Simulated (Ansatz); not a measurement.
SiPNH$_{2}$IF: several calculations on one system

**1. Relaxation**

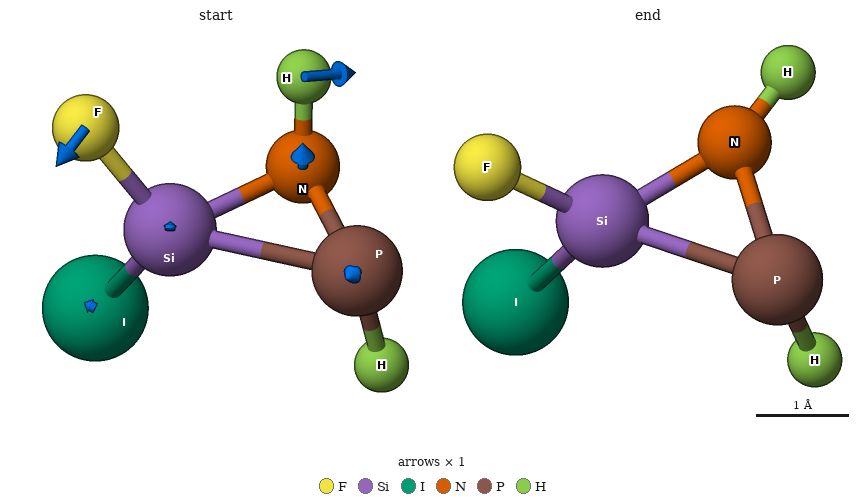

The structure of SiPNH2IF before (left) and after (right) a relaxation, at one scale. The blue arrows give the displacements, at their true length.

Style: ball-and-stick. Shown at a tilt.

The run prepares an end point of a later path (hydrogen shift) calculation, from a guessed geometry.

Theory: RKS B3LYP-D4/def2-SVP (Ansatz 0.2.0). Set-up: no spin polarisation; force threshold 0.02 eV/Å; at most 50 steps.

Summarise the run.

Answer. The energy falls by 29.6 kcal/mol in 14 geometry steps. Largest force component: 6.8 eV/Å at the start, 0.008 eV/Å at the end. The atom that moves furthest after the best rigid fit is an H atom (0.73 Å). By element the largest moves are H 0.73 Å, F 0.55 Å, N 0.35 Å, P 0.24 Å, I 0.14 Å, Si 0.10 Å. Among the contacts that change: N–P 1.613 → 1.820 Å, H–P 1.390 → 1.448 Å, N–Si 1.623 → 1.671 Å, I–Si 2.400 → 2.442 Å. Bond angles that change, for instance: Si–N–H 110.3° → 151.6°, P–N–H 116.0° → 129.4°, I–Si–N 107.7° → 121.0°.

**2. Relaxation**

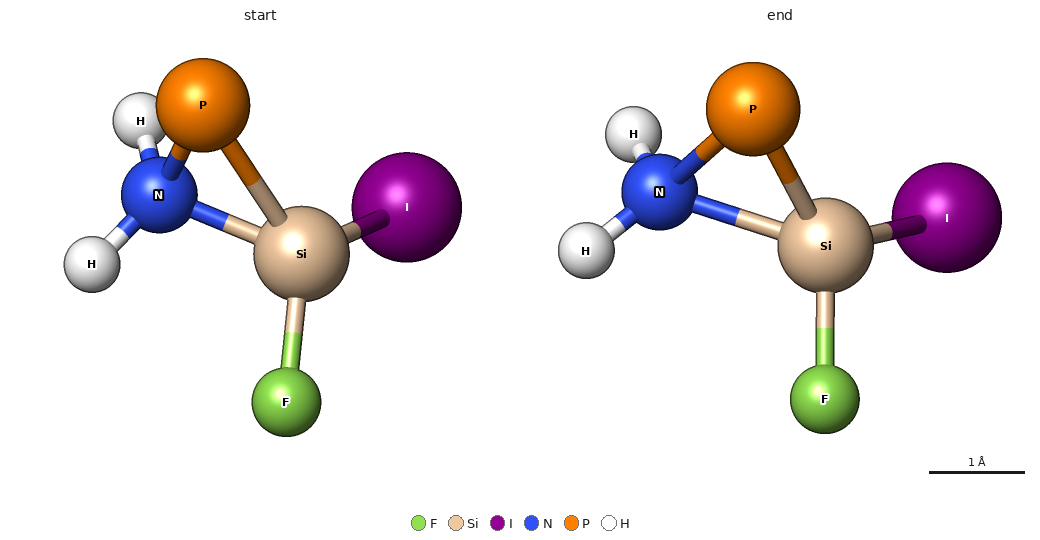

The structure of SiPNH₂IF before (left) and after (right) a relaxation, at one scale.

Style: ball-and-stick. Shown from a free direction.

The run prepares an end point of a later path (hydrogen shift) calculation, from a guessed geometry.

All numbers below come from RKS B3LYP-D4/def2-SVP in Ansatz 0.2.0. Set-up: no spin polarisation; force threshold 0.02 eV/Å; at most 50 steps.

**What changed between the two?**

The energy falls by 3.005 eV in 7 accepted moves (8 points after the start). Largest force component: 11 eV/Å at the start, 0.019 eV/Å at the end. The line search rejected the trial step at point 5 of the run. The P atom moves most after the best rigid fit: 0.40 Å. Largest moves by element: P 0.40 Å, H 0.36 Å, I 0.24 Å, F 0.23 Å, N 0.21 Å, Si 0.11 Å. Near-neighbour distances that change, for instance: N–P 1.613 → 2.003 Å, N–Si 1.623 → 1.844 Å, P–Si 2.199 → 2.099 Å, I–Si 2.400 → 2.466 Å. Among the angles between lasting bonds that change: P–N–H 95.3° → 116.4°, Si–N–P 85.6° → 66.0°, N–Si–P 47.0° → 60.7°. Cost: 18 s on 2 threads of Intel(R) Xeon(R) 6975P-C (Granite Rapids), with other jobs on the host, peak memory 0.25 GiB.

**3. Path**

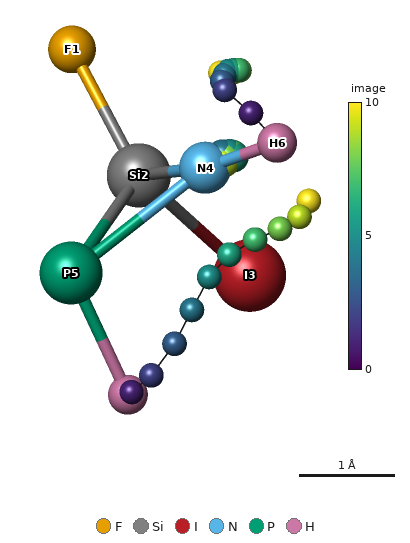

A nudged-elastic-band calculation for SiPNH2IF. Images are numbered from 0 (start) to 10 (end). The start is drawn whole; smaller spheres mark the moving atoms (N, H) in the later images, joined by lines and coloured by the number of the image. A ball-and-stick model, seen from a free direction.

Method: RKS B3LYP-D4/def2-SVP in Ansatz. Settings: 9 movable images; climbing image; force threshold 0.03 eV/Å; iteration limit 60; starting path through a guess of the saddle point.

What moves, how far, and at what cost in energy?

Answer. A hydrogen atom shifts from one atom to another. Breaking: H–P (1.45 → 2.62 Å). Forming: H–N (2.52 → 1.02 Å). The energy climbs by 192.9 kJ/mol to image 5 and then falls by 168.4 kJ/mol, so the end point sits at +24.5 kJ/mol. The band converged in 13 iterations. The largest component of the band force went from 11 to 0.028 eV/Å. The climbing image converged on the top of the path. Its vibrational analysis gives one imaginary mode (1588i cm⁻¹), as a transition state must have.

The run took 4.1 min on 2 threads of Intel(R) Xeon(R) 6975P-C (Granite Rapids), with other jobs on the host, peak memory 0.26 GiB.
